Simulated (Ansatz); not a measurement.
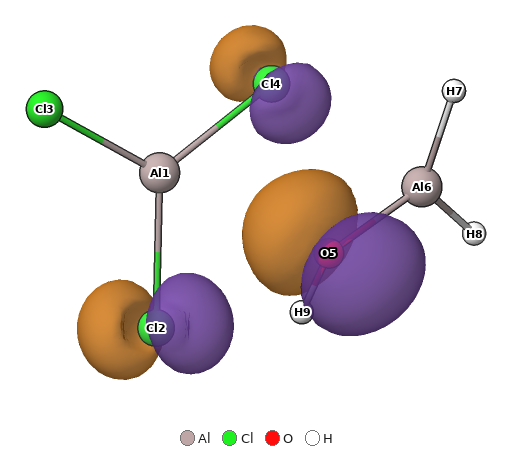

*AlCl3···AlH3O. The HOMO−1 at ±0.15 Å⁻³ᐟ² (orange and purple are the two phases), seen across its widest extent.*

Not at a stationary point (largest force 1.4 eV/Å).

Method: RKS B3LYP-D4/cc-pVDZ (Ansatz).

```xyz
9

Al    0.2653    0.1190   -0.0577
Cl   -0.4495    0.4390    1.9939
Cl    2.0723    0.9446   -0.7272
Cl   -1.1174   -0.7559   -1.4339
O     0.2863   -2.6257    1.0282
Al   -0.9637   -3.3017   -0.0240
H    -0.3726   -4.0543   -1.2786
H    -2.4741   -3.2959    0.4515
H     0.0006   -2.0923    1.8089
```

> Where does this orbital lie, and at what energy?

By Hirshfeld shares it lies mainly on O5 (about 60 %), Cl2 (about 15 %) and Cl4 (about 10 %). Its energy is −8.89 eV.
